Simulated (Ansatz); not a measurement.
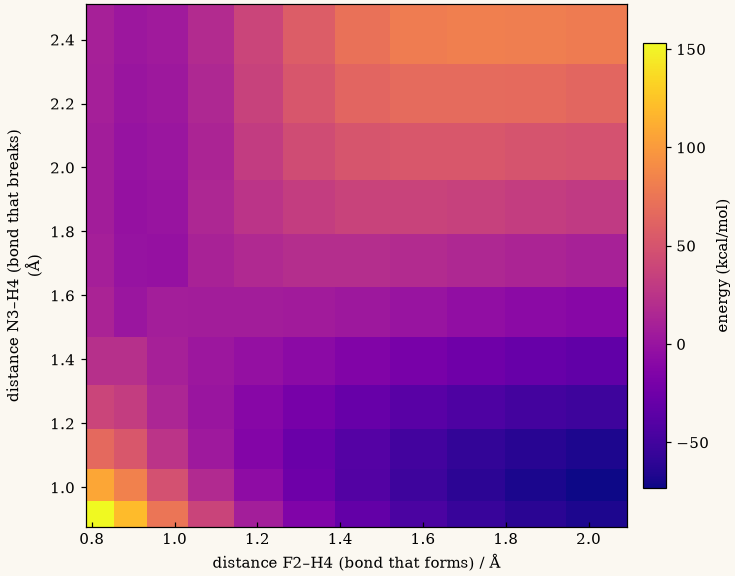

Energy landscape of the reacting system CH6FNSi (fragments CH₆FNSi where the first distance is long, CH₅NSi + FH where the second is long). The first coordinate is: distance F2–H4 (bond that forms); the second: distance N3–H4 (bond that breaks). Relaxed at each point: all other coordinates. The scan uses an 11 × 11 grid. Points are written as (first, second). Energies: kcal/mol, counted from a guessed transition structure relaxed with its forming and breaking bonds held. Energies and slopes of some neighbouring points disagree (a jump in structure or state, or too coarse a mesh). The reference is spin-restricted, so regions where a bond is pulled apart into radicals lie too high. Computed with RHF/def2-SVP (Ansatz 0.2.0).

The picture shows one coloured cell a grid point. 

What does the map say about the system?

The lowest grid point is at (2.019 Å, 1.002 Å), −73 kcal/mol from a guessed transition structure relaxed with its forming and breaking bonds held. It lies at the edge of the scanned range, so the true minimum may lie outside. Other grid points that lie below all their neighbours: (0.886 Å, 1.878 Å) (71 kcal/mol higher). The highest grid point, (0.819 Å, 0.918 Å), lies 226 kcal/mol above the lowest.

Each point was launched as `ansatz run input.yaml --threads 1 --pin off --max-ram 2560MiB --backend cpu --events-out ev --progress --plain --runs-dir out`. The whole map (121 points run) took 28 min on 1 thread of Intel(R) Xeon(R) Platinum 8488C (Sapphire Rapids) (shared host).
